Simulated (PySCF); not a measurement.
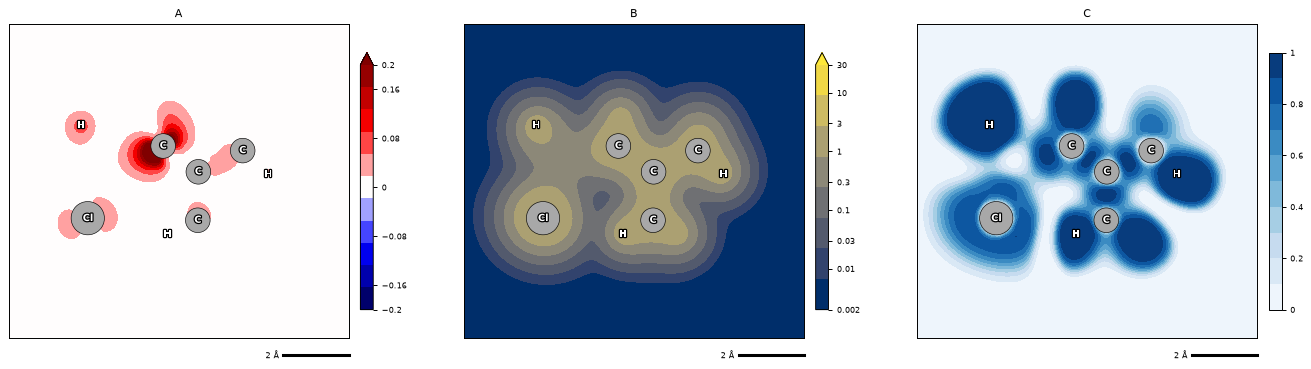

C5H10ClFSi (SMILES C[C+]([CH][SiH2]Cl)CCF) (charge +1, doublet): 3 fields on the plane of atoms C1, C2 and C3, with unlabelled colour scales. Grey discs cover the atomic cores.

Geometry: GFN2-xTB.

These are results of UKS B3LYP, pcH-1 on C Cl F H Si, non-relativistic, mean-field spin-orbit, GIAO in PySCF 2.14.0, density-fitted response routines, not measurements.

```tsv
atom	x (Å)	y (Å)	z (Å)
C	-0.6689	-1.9200	-0.6706
C	-0.1047	-0.7831	0.1357
C	1.2227	-0.6468	0.1907
Si	2.2671	0.9830	0.4754
Cl	1.4350	1.9798	1.9969
C	-1.0966	0.2077	0.6533
C	-1.4245	1.2105	-0.4602
F	-0.2747	1.8569	-0.8345
H	-0.1426	-2.8433	-0.4376
H	-0.5364	-1.7394	-1.7381
H	-1.7314	-2.0419	-0.4781
H	1.8684	-1.4845	-0.0264
H	3.5017	0.3408	0.9394
H	2.3403	1.7152	-0.7740
H	-2.0249	-0.2796	0.9501
H	-0.6904	0.7443	1.5107
H	-2.1168	1.9719	-0.0876
H	-1.8321	0.7349	-1.3568
```

**The panels show electron density, electron localisation function and spin density in some order. Assign them.**

Panel A: spin density (confined to the atoms that carry the unpaired spin). Panel B: electron density. Panel C: electron localisation function. From the grid: C–C (1.34 Å): ρ is about 2.3 e/Å³ halfway; the ELF peaks at about 0.95 between the atoms: a multiple bond.
